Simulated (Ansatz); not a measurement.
Cl$_{2}$F$_{3}$HW

```json
{"atom": "W", "x (Å)": "-0.0993", "y (Å)": "0.0000", "z (Å)": "-0.1431"}
{"atom": "H", "x (Å)": "0.1159", "y (Å)": "0.0000", "z (Å)": "1.5614"}
{"atom": "F", "x (Å)": "1.7569", "y (Å)": "0.0000", "z (Å)": "0.0705"}
{"atom": "F", "x (Å)": "-0.1246", "y (Å)": "1.8408", "z (Å)": "0.0134"}
{"atom": "Cl", "x (Å)": "-2.3273", "y (Å)": "0.0000", "z (Å)": "0.2687"}
{"atom": "F", "x (Å)": "-0.1246", "y (Å)": "-1.8408", "z (Å)": "0.0134"}
{"atom": "Cl", "x (Å)": "0.2630", "y (Å)": "0.0000", "z (Å)": "-2.4544"}
```

Core potentials replace the inner electrons of W.

Computed with RKS r2SCAN-D4/def2-SVP in Ansatz.

What will maps of the electron density and electron localisation function show?

Answer. W–F (1.87 Å): ρ at the midpoint is about 1.1 e/Å³; the ELF peaks at about 0.85 in the valence shell of F, 0.5 Å from its nucleus, and drops to about 0.20 between the two atoms.
W–Cl (2.27 Å): ρ is about 0.73 e/Å³ halfway; the ELF peaks at about 0.85 in the valence shell of Cl, 0.8 Å from its nucleus, and is about 0.35 at the midpoint.
W–H (1.72 Å): the density is about 1.5 e/Å³ at the midpoint; the ELF climbs to about 1 towards the hydrogen.
W–Cl (2.34 Å): ρ at the midpoint is about 0.64 e/Å³; the ELF peaks at about 0.80 in the valence shell of Cl, 0.8 Å from its nucleus, and is about 0.30 at the midpoint.

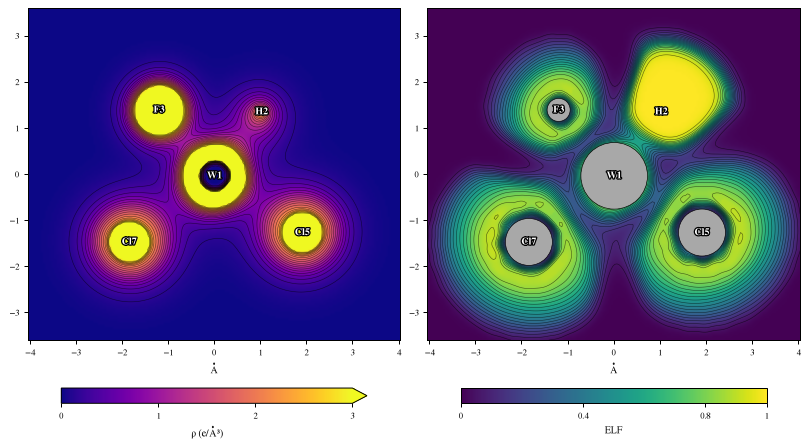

Computed electron density and electron localisation function on the plane of atoms F3, W1 and Cl7, in this order. Grey discs cover the atomic cores in the ELF map. 
